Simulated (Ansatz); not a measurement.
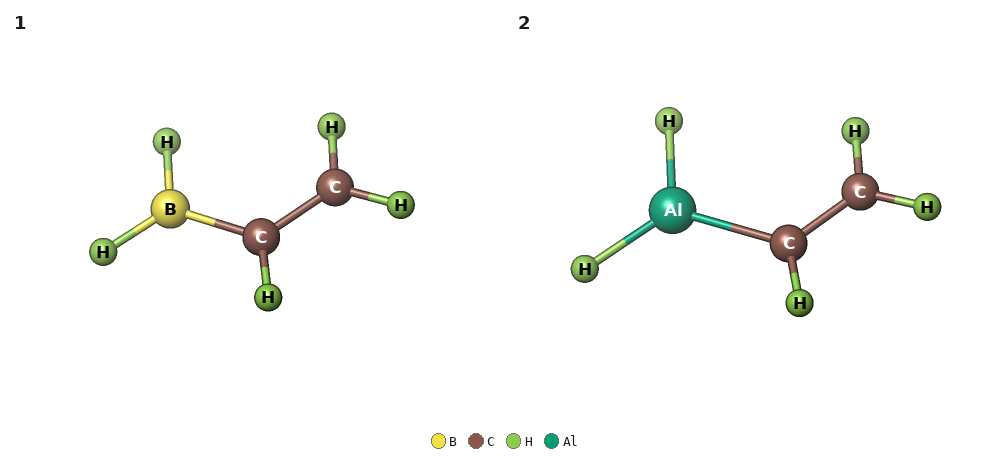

2 molecules with one skeleton, seen from the same side and at one scale. Each species is neutral and a spin singlet. Computed geometries: PBE0-D4/def2-TZVP optimisations, one conformation each. Properties computed with Ansatz 0.2.0.

One atom differs, called X below: B in panel 1, Al in panel 2. Their formulas are C2H5B (`BC=C`), C2H5Al (`C=[CH][AlH2]`).

**In which is the length of X–C larger (PBE0-D4/def2-TZVP)?**

In panel 2 (X = Al).

**In which is the harmonic zero-point energy higher (PBE0-D4/def2-TZVP)?**

In panel 1 (X = B).

Give the values. With PBE0-D4/def2-TZVP: length of X–C (Å), mean length of X–H (Å), smallest angle C–X–H (°), largest angle C–X–H (°), dipole moment (D), harmonic zero-point energy (kJ/mol). With ωB97M-V/def2-TZVPP: HOMO energy (Kohn–Sham orbital) (eV), HOMO–LUMO gap (eV), vertical ionisation energy (eV).

| quantity | 1 (B) | 2 (Al) | 2 − 1 |
| --- | --- | --- | --- |
| length of X–C (Å) | 1.534 | 1.938 | +0.404 |
| mean length of X–H (Å) | 1.198 | 1.588 | +0.390 |
| smallest angle C–X–H (°) | 118.7 | 116.8 | −1.9 |
| largest angle C–X–H (°) | 122.0 | 122.1 | +0.1 |
| dipole moment (D) | 1.35 | 0.89 | −0.46 |
| harmonic zero-point energy (kJ/mol) | 164.6 | 143.9 | −20.7 |
| HOMO energy (Kohn–Sham orbital) (eV) | −10.74 | −10.32 | +0.42 |
| HOMO–LUMO gap (eV) | 10.68 | 10.38 | −0.30 |
| vertical ionisation energy (eV) | 10.84 | 10.38 | −0.46 |
